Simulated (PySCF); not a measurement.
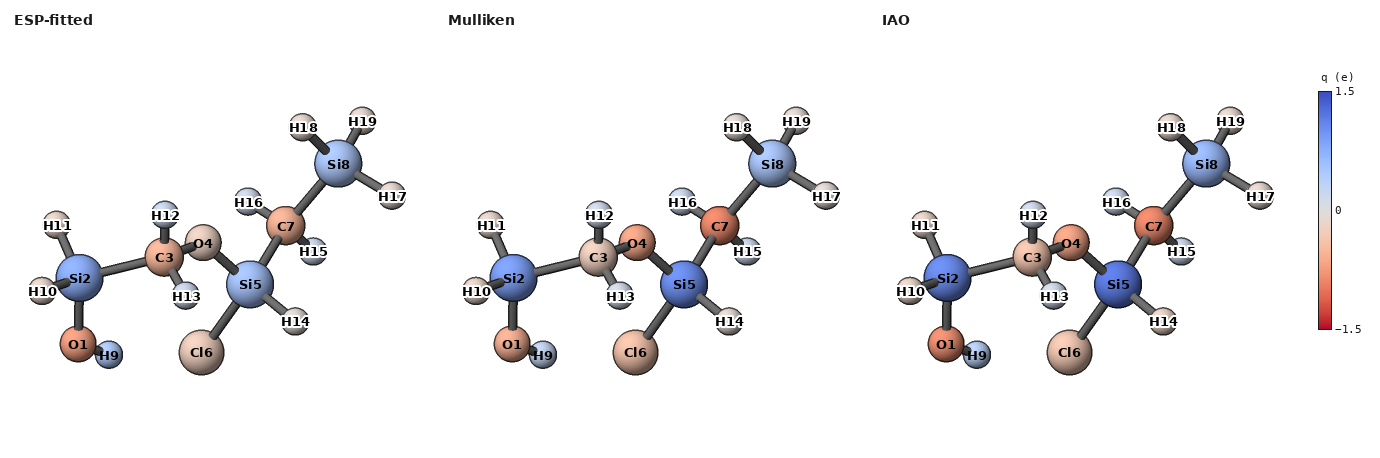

Atomic charges of one calculation by 3 schemes, on one colour scale. The geometry was computed by an optimisation with GFN2-xTB. No frequency run is at hand to confirm it as a minimum. Method: PBE0/pcSseg-1 (PySCF 2.14.0).

Which scheme gives the most polar picture (largest mean size of the charges)?

Answer. The IAO charges are the largest in size here, and the ESP-fitted charges the smallest.

On which atom do the schemes disagree most?

Answer. On Si5 (from 0.52 to 1.14 e).

List the charges (e), one line for each set of equivalent atoms.

```json
{"atom": "O1", "ESP-fitted": "−0.68", "Mulliken": "−0.56", "IAO": "−0.80"}
{"atom": "Si2", "ESP-fitted": "0.72", "Mulliken": "0.86", "IAO": "1.03"}
{"atom": "C3", "ESP-fitted": "−0.50", "Mulliken": "−0.23", "IAO": "−0.36"}
{"atom": "O4", "ESP-fitted": "−0.21", "Mulliken": "−0.63", "IAO": "−0.64"}
{"atom": "Si5", "ESP-fitted": "0.52", "Mulliken": "1.00", "IAO": "1.14"}
{"atom": "Cl6", "ESP-fitted": "−0.24", "Mulliken": "−0.38", "IAO": "−0.32"}
{"atom": "C7", "ESP-fitted": "−0.52", "Mulliken": "−0.85", "IAO": "−0.85"}
{"atom": "Si8", "ESP-fitted": "0.46", "Mulliken": "0.49", "IAO": "0.61"}
{"atom": "H9", "ESP-fitted": "0.43", "Mulliken": "0.26", "IAO": "0.35"}
{"atom": "H10", "ESP-fitted": "−0.12", "Mulliken": "−0.13", "IAO": "−0.15"}
{"atom": "H11", "ESP-fitted": "−0.14", "Mulliken": "−0.13", "IAO": "−0.16"}
{"atom": "H12", "ESP-fitted": "0.19", "Mulliken": "0.14", "IAO": "0.16"}
{"atom": "H13", "ESP-fitted": "0.19", "Mulliken": "0.12", "IAO": "0.14"}
{"atom": "H14", "ESP-fitted": "−0.07", "Mulliken": "−0.08", "IAO": "−0.15"}
{"atom": "H15", "ESP-fitted": "0.16", "Mulliken": "0.18", "IAO": "0.17"}
{"atom": "H16", "ESP-fitted": "0.16", "Mulliken": "0.19", "IAO": "0.18"}
{"atom": "H17", "ESP-fitted": "−0.11", "Mulliken": "−0.08", "IAO": "−0.12"}
{"atom": "H18", "ESP-fitted": "−0.11", "Mulliken": "−0.06", "IAO": "−0.11"}
{"atom": "H19", "ESP-fitted": "−0.12", "Mulliken": "−0.08", "IAO": "−0.11"}
```

The geometry is semi-empirical. Around Si such bond lengths and angles can be off by a tenth of an ångström or more and by several degrees, and values that hang on the shape move with them.
